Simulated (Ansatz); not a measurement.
# C$_{3}$H$_{8}$BNSi: what the fields show

The calculation's input:

```
crystal:
  periodic: [false, false, false]
  atoms:
    - { symbol: C, position_ang: [-0.0892, -2.2788, -0.0269] }
    - { symbol: "N", position_ang: [1.1167, -1.7302, -0.5436] }
    - { symbol: C, position_ang: [1.3965, -0.4739, -0.6351] }
    - { symbol: B, position_ang: [2.64923, 0.1583, -1.22273] }
    - { symbol: C, position_ang: [3.63299, 1.32764, -1.59641] }
    - { symbol: Si, position_ang: [4.58314, -0.11181, -2.01932] }
    - { symbol: H, position_ang: [-0.952, -1.8558, -0.6556] }
    - { symbol: H, position_ang: [-0.2406, -1.9082, 1.0125] }
    - { symbol: H, position_ang: [-0.1246, -3.325, -0.0447] }
    - { symbol: H, position_ang: [0.61095, 0.24623, -0.35072] }
    - { symbol: H, position_ang: [4.01931, 1.89211, -0.75901] }
    - { symbol: H, position_ang: [3.24937, 1.91554, -2.50735] }
    - { symbol: H, position_ang: [5.44586, -0.74873, -0.95359] }
    - { symbol: H, position_ang: [4.40716, -0.75188, -3.35365] }
basis:
  gaussian: { orbitals: "6-31G*" }
hamiltonian:
  xc: revpbe
  dispersion: d4
relax:
  f_tol: 0.015
  max_steps: 40
output:
  orbitals: {}
```

Launched as:

```sh
ansatz run input.yaml --threads 2 --pin off --max-ram 3072MiB --backend cpu --events-out ev --progress --plain --runs-dir out
```

The fields are those of the relaxed geometry.

These are results of RKS revPBE-D4/6-31G* (Ansatz), not measurements.

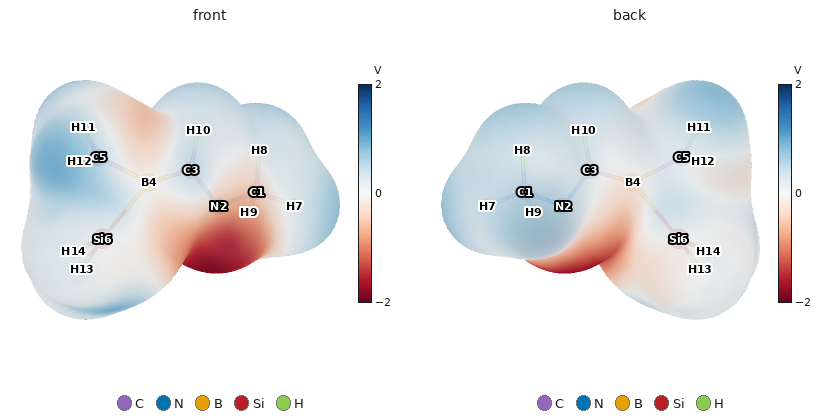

Figure 1. The electrostatic potential painted on the density surface at 0.002 e/bohr³, seen from the front and from behind; the colour scale runs from red (negative) to blue (positive).

> Describe the electrostatic potential map.

The most negative region (about −1.8 V, or −42 kcal/mol for a unit charge) lies over N2, the most positive (about +0.9 V, or +21 kcal/mol for a unit charge) over Si6 and H12. N2 is the likeliest acceptor of a hydrogen bond.

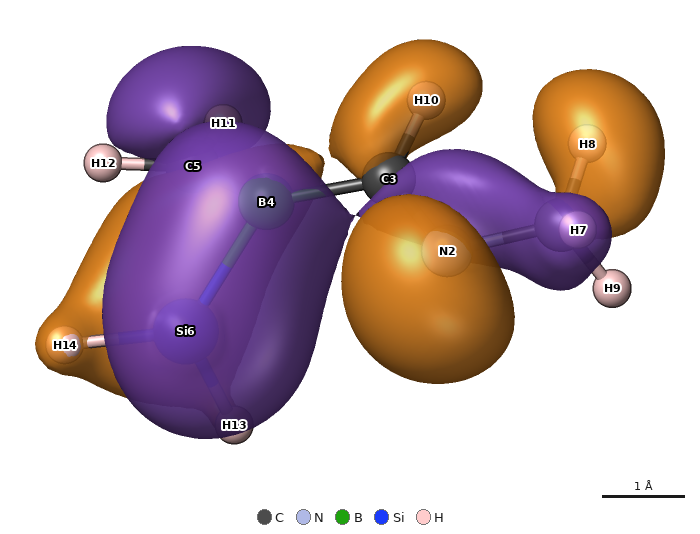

Figure 2. The HOMO−1 at ±0.06 Å⁻³ᐟ² (orange and purple are the two phases), seen at a tilt.

> Where does this orbital lie, and at what energy?

It lies mainly on N2 (about 35 %), Si6 (about 20 %), B4 (about 15 %) and C5 (about 10 %). Its energy is −5.62 eV.

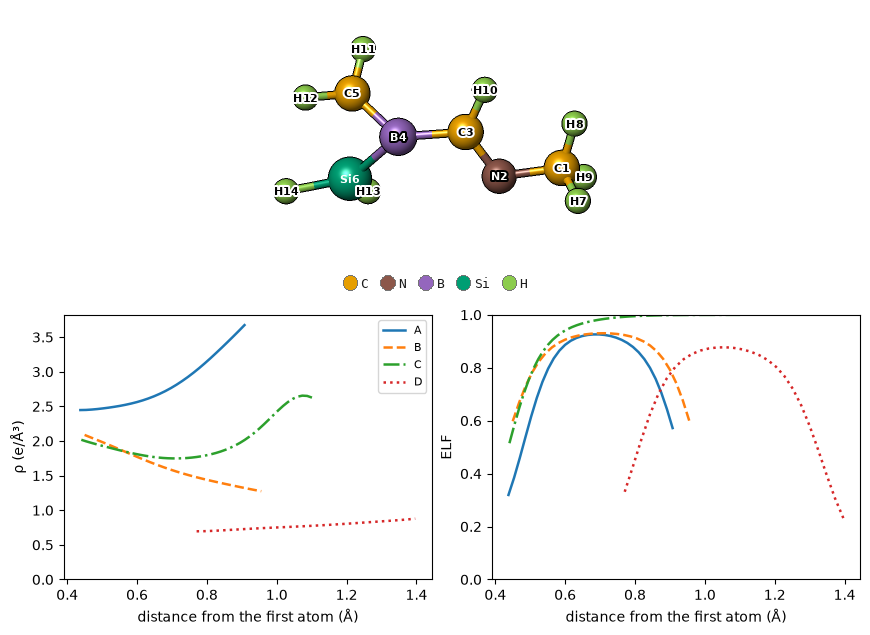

Figure 3. Total electron density and ELF along straight lines between neighbouring atoms. The curves leave out the atomic cores. The structure is drawn too.

> Which curve belongs to which contact (C–B, C–H, C–N and Si–B)? The first atom named is at distance zero.

Curve A: C–N (1.30 Å): ρ is about 2.6 e/Å³ halfway; the ELF peaks at about 0.95 between the atoms (localised, covalent bonding). Curve B: C–B (1.50 Å): ρ at the midpoint is about 1.5 e/Å³; the ELF peaks at about 0.95 between the atoms: a covalent bond. Curve C: C–H (1.10 Å): the density is about 1.9 e/Å³ at the midpoint; the ELF climbs to about 1 towards the hydrogen, as it does in any bond to H (a covalent bond by its length). Curve D: Si–B (1.93 Å): ρ is about 0.74 e/Å³ halfway; the ELF peaks at about 0.90 between the atoms (a shared electron pair).

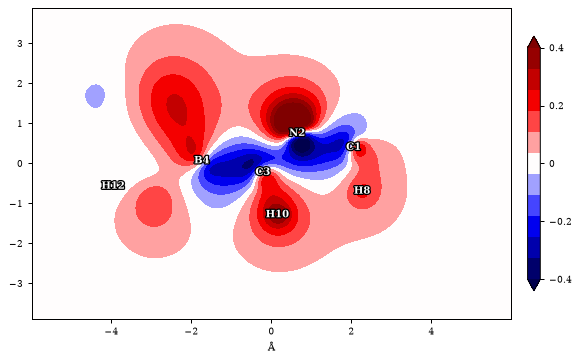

Figure 4. The HOMO on the plane of atoms B4, C3 and H10 (values in Å⁻³ᐟ²; the overall sign is arbitrary).

> What is the character of this orbital?

Its weight (Hirshfeld) is mainly on N2 (about 30 %), Si6 (about 20 %), B4 (about 10 %), C3 (about 10 %), C5 (about 10 %) and H10 (about 5 %). Its energy is −5.44 eV.
